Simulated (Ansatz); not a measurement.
F···H2O (SMILES [F-].O) (charge −1)

Input

```
crystal:
  periodic: [false, false, false]
  atoms:
    - {symbol: F, position_ang: [-0.075164, -0.120756, -1.602219]}
    - {symbol: O, position_ang: [-0.036783, -0.275041, 0.812046]}
    - {symbol: H, position_ang: [0.171875, 0.629605, 1.050441]}
    - {symbol: H, position_ang: [-0.059928, -0.233908, -0.260168]}
basis:
  gaussian: {orbitals: "def2-TZVPPD.json"}
total_charge: -1
hamiltonian: {xc: pbe0, dispersion: d4}
output: {orbitals: {seedname: orbitals}}
```

Launched as:

```sh
ansatz run in.yaml --threads 2 --pin off --events-out ev --progress --plain --max-ram 5222MiB
```

Geometry: PBE0-D4/def2-TZVPD.

The calculation used RKS PBE0-D4/def2-TZVPPD (Ansatz 0.2.0).

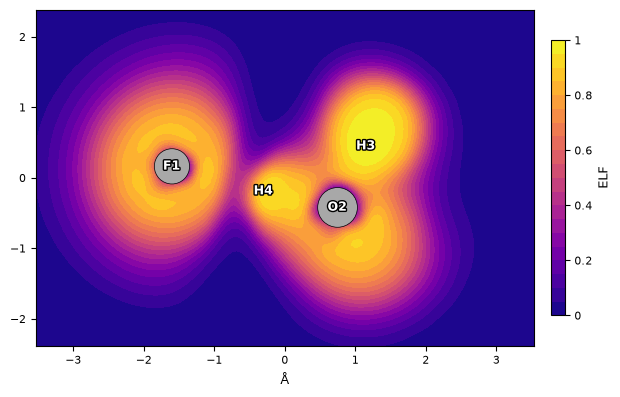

Figure 1. ELF on the molecular plane. Grey discs cover the atomic cores.

Question: Interpret the plot.

Answer: The section cuts through F, O and H sites. F1···H4 (1.35 Å): the ELF peaks at about 0.85 between the atoms. O–H (0.96 Å): the ELF climbs to about 1 towards the hydrogen, as it does in any bond to H (an ordinary covalent bond to hydrogen). The ELF also peaks beside O2, away from the bonds: lone-pair regions.

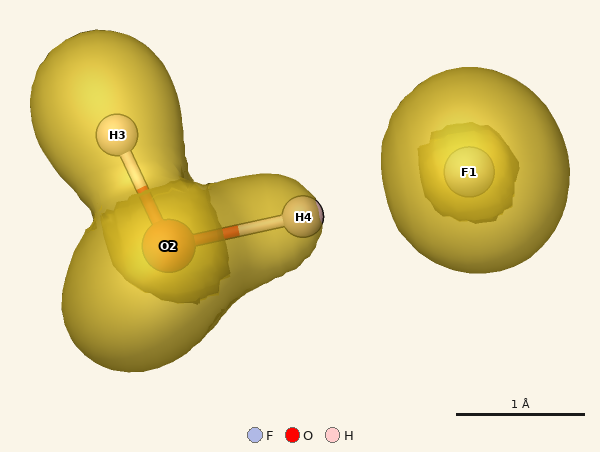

Figure 2. Isosurface of the electron localisation function at 0.75 (yellow), seen across its widest extent. Only the valence region is drawn (cores and ρ < 0.01 e/Å³ removed).

Question: Identify the bonds, lone pairs and shells in this picture.

Answer: At this value the surface marks out one region wrapped around F (its valence shell) and one joined region spread over several atoms (H, O), in which their bonds and any lone pairs are merged.

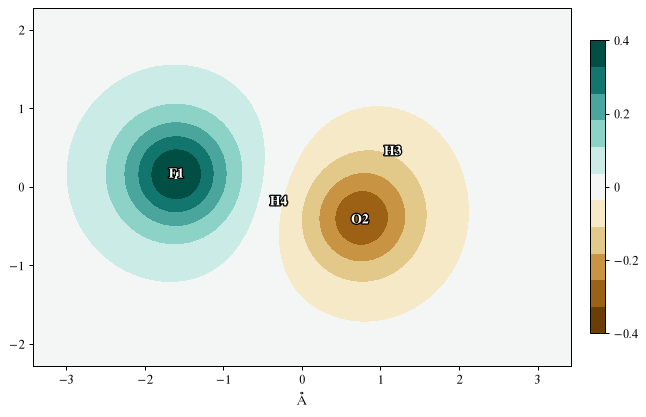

Figure 3. The HOMO−1 on a plane 0.8 Å above the molecular plane (values in Å⁻³ᐟ²; the overall sign is arbitrary).

Question: Describe this orbital and give its energy.

Answer: By Hirshfeld shares it lies mainly on F1 (about 60 %) and O2 (about 30 %); it changes sign across the molecular plane (π type). Its energy is −1.93 eV.
